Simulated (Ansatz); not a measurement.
**BH3Br (doublet): one geometry, many settings at distance Br1–H2 along a hydrogen transfer = 2.013 Å**

Aim: run BH3Br (doublet) at one geometry under a spread of methods and options, and see what each costs and gives.

Program: Ansatz 0.2.0, Gaussian basis. Level of theory: the settings change from run to run. These are calculated values, not measurements.

8 further runs of the same task are left out: 2 for a mislabelled method, 6 that didn't finish.

## (1) The geometry

The geometry derives from fragments relaxed apart (PBE0/def2-TZVP) and kept rigid, so it is no stationary point. A hydrogen atom is moved between rigid fragments. No spin-orbit coupling is included. The filled d shell of Br may be among the frozen orbitals whatever the setting's name suggests; the logs give the count.

5 atoms, charge 0, spin multiplicity 2.

Atoms are counted from 1 here; the program's logs count them from 0.

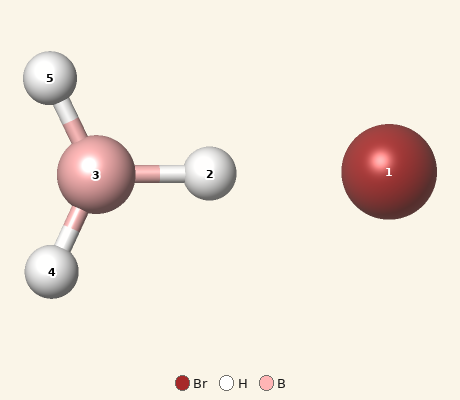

The geometry (bromine red, hydrogen white, boron pink); atoms are numbered from 1 in the order of the file.

## (2) MP2 on UHF/cc-pVDZ

Contents of in.yaml:

```yaml
crystal:
  periodic: [false, false, false]
  atoms:
    - {symbol: Br, position_ang: [-0.481690, 0.000000, 0.000000]}
    - {symbol: H, position_ang: [1.531310, 0.000000, 0.000000]}
    - {symbol: B, position_ang: [2.800310, 0.000000, 0.000000]}
    - {symbol: H, position_ang: [3.309383, 0.000000, 1.077008]}
    - {symbol: H, position_ang: [3.309383, 0.000000, -1.077008]}
basis:
  gaussian: {orbitals: cc-pVDZ, point_charges: [{charge: 1.00, position_ang: [6.380, 0.385, -0.292]}]}
magnetization: {spin_polarized: true, initial_magnetization: 1}
correlation: {method: mp2, electrons: outside_noble_gas}
accuracy: high
output: {forces: true}
```

The run is started by

```console
> ansatz run in.yaml --threads 1 --pin off --events-out ev --progress --plain --max-ram 2393MiB
```

What it wrote:

```text
Functional definition: HF
  name "HF"
  cite "Fock, Z. Phys. 61, 126 (1930) doi:10.1007/BF01340294"
  parent pbe
  exchange = exact_x
  correlation = 0
1128 factors; integrals over basis functions are off by at most 4.6e-9 eV
mean field evaluation 1: about -70713.8513 eV, gradient 9.9e0 eV
mean field evaluation 2: about -70713.8721 eV, gradient 9.9e0 eV
mean field evaluation 4: about -70715.3607 eV, gradient 1.8e0 eV
mean field evaluation 8: about -70715.4500 eV, gradient 1.1e-1 eV
mean field evaluation 16: about -70715.4503 eV, gradient 1.1e-8 eV
mean field evaluation 32: about -70714.9539 eV, gradient 4.0e-1 eV
mean field -70715.45032834 eV, -2598.7448669129 hartree, gradient 1.1e-8 eV, S^2 0.761018; 8 other end points of the search recorded, 0 dependent functions left out
15 core orbitals not correlated: weight in the atoms' cores, before any rotation towards them, 1.000 or more for the frozen orbitals, at most 0.000 for the correlated occupied ones
reference -70715.45032834 eV, -2598.7448669129 hartree; 7, 6 occupied and 34, 35 virtual orbitals, 1128 factors
second order -5.24160117 eV of doubles, -0.00000000 eV of singles
the calculation of the forces begins
Total energy: -70720.69192951 eV, -2598.9374922028 hartree
Atom 0 at    -0.481690     0.000000     0.000000 Å, force    -0.562653     0.001947    -0.000773 eV/Å
Atom 1 at     1.531310     0.000000     0.000000 Å, force     1.524260    -0.014792    -0.024261 eV/Å
Atom 2 at     2.800310     0.000000     0.000000 Å, force    -1.840055    -0.031986     0.086134 eV/Å
Atom 3 at     3.309383     0.000000     1.077008 Å, force     0.491598     0.033031     0.151660 eV/Å
Atom 4 at     3.309383     0.000000    -1.077008 Å, force     0.508902     0.038567    -0.217575 eV/Å
Dipole moment:    -0.034751    -0.012867     0.018209 e Å
```

Run time: 6 s. Hardware: 1 thread of Arm Neoverse V1, shared host.

From the report: ⟨S²⟩ of the determinant 0.761 (pure doublet: 0.75).

## (3) BCCD on UHF/cc-pVDZ

Edit in.yaml of step 2 so:

```diff
@@ -9,6 +9,4 @@
 basis:
-  gaussian: {orbitals: cc-pVDZ, point_charges: [{charge: 1.00, position_ang: [6.380, 0.385, -0.292]}]}
+  gaussian: {orbitals: cc-pVDZ}
 magnetization: {spin_polarized: true, initial_magnetization: 1}
-correlation: {method: mp2, electrons: outside_noble_gas}
-accuracy: high
-output: {forces: true}
+correlation: {method: bccd, electrons: outside_noble_gas}
```

Same command.

What it wrote, shortened:

```text
Functional definition: HF
  name "HF"
  cite "Fock, Z. Phys. 61, 126 (1930) doi:10.1007/BF01340294"
  parent pbe
[...]
574 factors; integrals over basis functions are off by at most 1.6e-3 eV
[...]
mean field -70715.42777492 eV, -2598.7440380898 hartree, gradient 3.5e-6 eV, S^2 0.762656; 13 other end points of the search recorded, 0 dependent functions left out
determinant -70715.42777492 eV, -2598.7440380898 hartree, with singles and doubles -70721.70088503 eV, -2598.9745706343 hartree
determinant -70714.69263236 eV, -2598.7170220989 hartree, with singles and doubles -70720.93443212 eV, -2598.9464040094 hartree
determinant -70714.67515083 eV, -2598.7163796646 hartree, with singles and doubles -70720.91800867 eV, -2598.9458004587 hartree
15 core orbitals not correlated: weight in the atoms' cores, before any rotation towards them, 1.000 or more for the frozen orbitals, at most 0.000 for the correlated occupied ones
reference -70715.42777492 eV, -2598.7440380898 hartree; 7, 6 occupied and 34, 35 virtual orbitals, 574 factors
second order -5.25319687 eV of doubles, -0.00000000 eV of singles
cycle   1  -6.26960902 eV  change    3.5e-3 eV  update   2.2e-3
[...]
cycle   7  -6.26902694 eV  change   -2.1e-6 eV  update   9.2e-6
Total energy: -70721.69680186 eV, -2598.9744205805 hartree
```

Wall time 7.5 s (1 thread of Arm Neoverse V1, shared host).

From the report: ⟨S²⟩ of the determinant 0.763 (pure doublet: 0.75); correlation -6.2690 eV; largest double amplitude 0.04.

## (4) BCCD(T) on UHF/6-31G

Edit in.yaml of step 3 so:

```diff
@@ -9,4 +9,4 @@
 basis:
-  gaussian: {orbitals: cc-pVDZ}
+  gaussian: {orbitals: 6-31G}
 magnetization: {spin_polarized: true, initial_magnetization: 1}
-correlation: {method: bccd, electrons: outside_noble_gas}
+correlation: {method: bccd_t, electrons: outside_noble_gas}
```

The command is unchanged.

What it wrote, shortened:

```text
Functional definition: HF
  name "HF"
  cite "Fock, Z. Phys. 61, 126 (1930) doi:10.1007/BF01340294"
  parent pbe
[...]
481 factors; integrals over basis functions are off by at most 7.8e-4 eV
[...]
mean field -70706.11407794 eV, -2598.4017660389 hartree, gradient 3.0e-6 eV, S^2 0.758000; 13 other end points of the search recorded, 0 dependent functions left out
determinant -70706.11407794 eV, -2598.4017660389 hartree, with singles and doubles -70709.05458703 eV, -2598.5098277549 hartree
determinant -70705.34532331 eV, -2598.3735148271 hartree, with singles and doubles -70708.19710296 eV, -2598.4783157963 hartree
determinant -70705.32671141 eV, -2598.3728308524 hartree, with singles and doubles -70708.17689304 eV, -2598.4775730955 hartree
15 core orbitals not correlated: weight in the atoms' cores, before any rotation towards them, 1.000 or more for the frozen orbitals, at most 0.000 for the correlated occupied ones
reference -70706.11407794 eV, -2598.4017660389 hartree; 7, 6 occupied and 22, 23 virtual orbitals, 481 factors
second order -2.32595173 eV of doubles, -0.00000000 eV of singles
cycle   1  -2.94794254 eV  change   -2.0e-1 eV  update   1.0e-2
[...]
cycle   8  -2.95313370 eV  change   -1.1e-6 eV  update   1.2e-5
perturbative correction -0.04365831 eV, -0.0016044132 hartree
Total energy: -70709.11086995 eV, -2598.5118961141 hartree
```

It took 4 s on 1 thread of Arm Neoverse V1, shared host.

From the report: ⟨S²⟩ of the determinant 0.758 (pure doublet: 0.75); correlation -2.9968 eV; largest double amplitude 0.05.

## (5) CCSD/cc-pVDZ

Edit in.yaml of step 4 so:

```diff
@@ -9,4 +9,8 @@
 basis:
-  gaussian: {orbitals: 6-31G}
+  gaussian: {orbitals: cc-pVDZ}
 magnetization: {spin_polarized: true, initial_magnetization: 1}
-correlation: {method: bccd_t, electrons: outside_noble_gas}
+hamiltonian: {xc: {name: r2SCAN}}
+correlation: {method: ccsd, electrons: outside_noble_gas}
+accuracy: high
+scf: {lower_state_search: off}
+output: {forces: true}
```

Same command.

What it wrote, shortened:

```text
Functional definition: r2SCAN
  name "r2SCAN"
  cite "Furness, Kaplan, Ning, Perdew & Sun, J. Phys. Chem. Lett. 11, 8208 (2020) doi:10.1021/acs.jpclett.0c02405"
  cite "Furness, Kaplan, Ning, Perdew & Sun, J. Phys. Chem. Lett. 11, 9248 (2020) doi:10.1021/acs.jpclett.0c03077"
  parent r2scan
[...]
1128 factors; integrals over basis functions are off by at most 4.6e-9 eV
[...]
mean field -70767.21345685 eV, -2600.6471267990 hartree, gradient 4.0e-8 eV, S^2 0.753912; 0 other end points of the search recorded, 0 dependent functions left out
15 core orbitals not correlated: weight in the atoms' cores, before any rotation towards them, 1.000 or more for the frozen orbitals, at most 0.000 for the correlated occupied ones
reference -70714.94504996 eV, -2598.7262982749 hartree; 7, 6 occupied and 34, 35 virtual orbitals, 1128 factors
second order -5.47555024 eV of doubles, -0.21871203 eV of singles
cycle   1  -6.35869106 eV  change   -6.7e-1 eV  update   5.4e-2
[...]
cycle  22  -6.60009782 eV  change  -8.0e-10 eV  update  7.2e-10
[...]
Total energy: -70721.54514778 eV, -2598.9688473960 hartree
Atom 0 at    -0.481690     0.000000     0.000000 Å, force    -0.416377     0.000000    -0.000000 eV/Å
Atom 1 at     1.531310     0.000000     0.000000 Å, force     0.966820     0.000000     0.000000 eV/Å
Atom 2 at     2.800310     0.000000     0.000000 Å, force    -1.298832     0.000000     0.000000 eV/Å
Atom 3 at     3.309383     0.000000     1.077008 Å, force     0.374195     0.000000     0.150931 eV/Å
Atom 4 at     3.309383     0.000000    -1.077008 Å, force     0.374195    -0.000000    -0.150931 eV/Å
Dipole moment:     0.300692    -0.000000    -0.000000 e Å
Checks for a lower state left out: starts, cluster_reference, orbital_swaps, neighbouring_geometries, increment
```

It took 37 s on 1 thread of Arm Neoverse V1, shared host; peak memory 0.3 GiB.

From the report: ⟨S²⟩ of the determinant 0.754 (pure doublet: 0.75); correlation -6.6001 eV; T1 0.027; largest double amplitude 0.04. The orbitals are Kohn-Sham ones, so correlation energy and T1 don't compare with those on Hartree-Fock orbitals.

## (6) The runs in one table

Where basis and cores are those of an earlier UCCSDT(Q)/cc-pVDZ run (-70721.8144 eV), and the state is the same kind, the miss against it is given.

```tsv
level	correlated	functions	energy (eV)	from UCCSDT(Q) (meV)	time
MP2 on UHF/cc-pVDZ (beside a point charge)	outside noble gas	56	-70720.6919		6 s
BCCD on UHF/cc-pVDZ	outside noble gas	56	-70721.6968	117.6	7.5 s
BCCD(T) on UHF/6-31G	outside noble gas	44	-70709.1109		4 s
CCSD/cc-pVDZ (on r2SCAN orbitals)	outside noble gas	56	-70721.5451	269.3	37 s
```

## (7) Results

```
quantity                                    value
    runs                                        4
quickest                BCCD(T) on UHF/6-31G, 4 s
 slowest  CCSD/cc-pVDZ (on r2SCAN orbitals), 37 s
```

**Reading.** Total energies in different bases, with other cores or another treatment of relativity can't be set against each other. CCSD/cc-pVDZ (on r2SCAN orbitals) took 9 times as long as BCCD(T) on UHF/6-31G; the jobs differ in more than the method. Among the correlated runs with a miss given, it spans +118 to +269 meV. Cores frozen from Kohn-Sham orbitals shift the total energy.
